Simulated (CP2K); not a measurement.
# GFN1-xTB run of SiSe (SMILES [Si][Se])

Aim: the vertical ionisation energy of SiSe at GFN1-xTB, from 2 runs. 

The results are computed with CP2K 2026.2.

3 further runs of the same task are left out: 1 that didn't finish, 2 set aside as unsound or not needed.

## 1. The structure to begin with

SiSe: 2 atoms, total charge 0, spin state singlet. SMILES: `[Si][Se]`. The shape comes from GFN2-xTB, which is rough for such elements, and wasn't checked as a minimum.

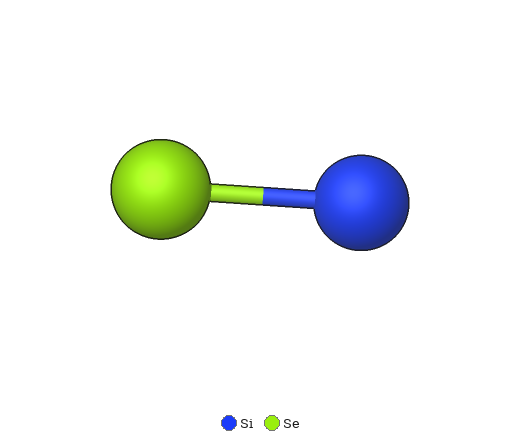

Viewed from a chosen angle; silicon blue, selenium green.

## 2. Energy and forces at GFN1-xTB

The input, calc.inp:

```
&FORCE_EVAL
  METHOD QUICKSTEP
  &DFT
    CHARGE 0
    MULTIPLICITY 1
    ! Quickstep
    &QS
      METHOD XTB
      EPS_DEFAULT 1.0E-10
      &XTB
        GFN_TYPE 1
        CHECK_ATOMIC_CHARGES F
      &END XTB
    &END QS
    ! cluster boundary conditions
    &POISSON
      PERIODIC NONE
      POISSON_SOLVER ANALYTIC
    &END POISSON
    &SCF
      SCF_GUESS ATOMIC
      EPS_SCF 1.0E-06
      MAX_SCF 100
      ADDED_MOS 8
      &DIAGONALIZATION
        ALGORITHM STANDARD
      &END DIAGONALIZATION
      &MIXING
        METHOD BROYDEN_MIXING
        ALPHA 0.2
        NBUFFER 8
      &END MIXING
    &END SCF
    ! extra output
    &PRINT
      &MOMENTS
        PERIODIC F
        REFERENCE COM
        MAX_MOMENT 1
      &END MOMENTS
      &MO ON
        ENERGIES T
        OCCUPATION_NUMBERS T
        NDIGITS 6
        &EACH
          QS_SCF 0
        &END EACH
        ADD_LAST NUMERIC
      &END MO
      &HIRSHFELD OFF
      &END HIRSHFELD
    &END PRINT
  &END DFT
  ! atoms, cell and kinds
  &SUBSYS
    ! vacuum box
    &CELL
      ABC [angstrom] 8 8 10.1
      PERIODIC NONE
    &END CELL
    &COORD
      Si     0.000000     0.000000     0.000000
      Se     0.000000     0.000000     2.124530
    &END COORD
    &TOPOLOGY
      &CENTER_COORDINATES
      &END CENTER_COORDINATES
    &END TOPOLOGY
  &END SUBSYS
  ! extra output
  &PRINT
    &FORCES ON
    &END FORCES
  &END PRINT
&END FORCE_EVAL

&GLOBAL
  PROJECT_NAME calc
  RUN_TYPE ENERGY_FORCE
  PRINT_LEVEL MEDIUM
&END GLOBAL
```

Launch:

```sh
$ OMP_NUM_THREADS=1 cp2k.psmp -i calc.inp -o calc.out
```

What it wrote:

```text
CP2K| version string:                                       CP2K version 2026.2
[...]
 GLOBAL| Method name                                                        CP2K
[...]
 GLOBAL| Run type                                                   ENERGY_FORCE
[...]
                             - Atoms:                                          2
[...]
                             - Spherical basis functions:                     18
[...]
 Number of electrons:                                                         10
[...]
     1 NoMix/Diag. 0.20E+00    0.0     0.85015828        -5.1291668512 -5.13E+00
[...]
    13 Broy./Diag. 0.20E+00    0.0     0.00000045        -5.1539701604 -5.45E-07
  *** SCF run converged in    13 steps ***
[...]
 TB_DIPOLE| Moment [Debye]          0.00000000       0.00000000      -1.78375293
 TB_DIPOLE| Derivative [a.u.]       0.00000000       0.00000000       0.00000000
[...]
 ENERGY| Total FORCE_EVAL ( QS ) energy [hartree]             -5.153970123535569
 FORCES| Atomic forces [hartree/bohr]
 FORCES|   Atom     x               y               z               |f|
 FORCES|      1  7.84268878E-17  3.01006618E-17  2.83792252E-02   2.83792252E-02
 FORCES|      2 -7.84268878E-17 -3.01006618E-17 -2.83792252E-02   2.83792252E-02
 FORCES| Sum     7.39557099E-32 -1.23259516E-32  0.00000000E+00
 FORCES| Total atomic force                                       7.49758368E-32
[...]
```

Wall time 1.2 s (1 thread of AMD EPYC 7R43 (Zen 3), shared host); peak memory 0.19 GiB.

## 3. The doublet cation at the same level

The input, gas.inp:

```
&GLOBAL
  PROJECT_NAME gas
  RUN_TYPE ENERGY_FORCE
  PRINT_LEVEL MEDIUM
&END GLOBAL

&FORCE_EVAL
  METHOD Quickstep
  &DFT
    CHARGE 1
    MULTIPLICITY 2
    UKS T
    &QS
      METHOD XTB
      EPS_DEFAULT 1.0E-10
      &XTB
        GFN_TYPE 1
        CHECK_ATOMIC_CHARGES F
      &END XTB
    &END QS
    # no periodic images
    &POISSON
      PERIODIC NONE
      POISSON_SOLVER ANALYTIC
    &END POISSON
    &SCF
      SCF_GUESS ATOMIC
      EPS_SCF 1.0E-06
      MAX_SCF 80
      ADDED_MOS 2
      &DIAGONALIZATION
        ALGORITHM STANDARD
      &END DIAGONALIZATION
      &MIXING
        METHOD BROYDEN_MIXING
        ALPHA 0.4
        NBUFFER 8
      &END MIXING
    &END SCF
    &PRINT
      &MOMENTS
        PERIODIC F
        REFERENCE COM
        MAX_MOMENT 1
      &END MOMENTS
      &MO ON
        ENERGIES T
        OCCUPATION_NUMBERS T
        NDIGITS 6
        &EACH
          QS_SCF 0
        &END EACH
        ADD_LAST NUMERIC
      &END MO
      &HIRSHFELD OFF
      &END HIRSHFELD
    &END PRINT
  &END DFT
  # atoms, cell and kinds
  &SUBSYS
    &CELL
      ABC 8 8 10.1
      PERIODIC NONE
    &END CELL
    &COORD
      Si     0.000000     0.000000     0.000000
      Se     0.000000     0.000000     2.124530
    &END COORD
    &TOPOLOGY
      &CENTER_COORDINATES
      &END CENTER_COORDINATES
    &END TOPOLOGY
  &END SUBSYS
  # extra output
  &PRINT
    &FORCES ON
    &END FORCES
  &END PRINT
&END FORCE_EVAL
```

Launch:

```sh
$ OMP_NUM_THREADS=1 cp2k.psmp -i gas.inp -o gas.out
```

What it wrote:

```text
CP2K| version string:                                       CP2K version 2026.2
[...]
 GLOBAL| Method name                                                        CP2K
[...]
 GLOBAL| Run type                                                   ENERGY_FORCE
[...]
                             - Atoms:                                          2
[...]
                             - Spherical basis functions:                     18
[...]
 Number of electrons:                                                          5
[...]
     1 NoMix/Diag. 0.40E+00    0.0     0.43700499        -4.6480235044 -4.65E+00
[...]
    24 Broy./Diag. 0.40E+00    0.0     0.00000040        -4.6725589275 -5.09E-07
  *** SCF run converged in    24 steps ***
[...]
 TB_DIPOLE| Moment [Debye]          0.00000000       0.00000000      -5.59155603
 TB_DIPOLE| Derivative [a.u.]       0.00000000       0.00000000       0.00000000
[...]
 ENERGY| Total FORCE_EVAL ( QS ) energy [hartree]             -4.672558940856144
 FORCES| Atomic forces [hartree/bohr]
 FORCES|   Atom     x               y               z               |f|
 FORCES|      1  1.15749689E-16 -1.74543950E-17  2.38608873E-02   2.38608873E-02
 FORCES|      2 -1.15749689E-16  1.74543950E-17 -2.38608873E-02   2.38608873E-02
 FORCES| Sum     1.23259516E-31  0.00000000E+00  0.00000000E+00
 FORCES| Total atomic force                                       1.23259516E-31
[...]
```

Wall time 1.3 s (1 thread of AMD EPYC 7R43 (Zen 3), shared host); peak memory 0.19 GiB.

## 4. Summary of results

At GFN1-xTB:

```
                                               quantity         value
                             singlet SiSe: total energy   -5.15397 Eh
singlet SiSe: dipole moment (from atomic charges alone)        1.78 D
                              singlet SiSe: HOMO energy      -9.47 eV
                              singlet SiSe: LUMO energy      -6.62 eV
                            singlet SiSe: HOMO–LUMO gap       2.85 eV
                        singlet SiSe: dispersion energy  -1.34 kJ/mol
                 singlet SiSe: largest force on an atom    1.459 eV/Å
                           doublet cation: total energy   -4.67256 Eh
     doublet cation: HOMO energy (highest over α and β)     -17.14 eV
      doublet cation: LUMO energy (lowest over α and β)     -17.14 eV
                      doublet cation: dispersion energy  -1.34 kJ/mol
               doublet cation: largest force on an atom    1.227 eV/Å
     vertical ionisation energy (to the doublet cation)     13.100 eV
```

What this shows: Removing an electron at fixed nuclei costs 13.10 eV (302 kcal/mol). The largest force (singlet SiSe) is 1.46 eV/Å: the shape isn't a stationary point for this species at this level. No empirical shift is applied, and without it xTB methods put this difference several eV too high. The dipole (singlet SiSe) comes from point charges on the atoms alone, without atomic dipoles, so it is partial.
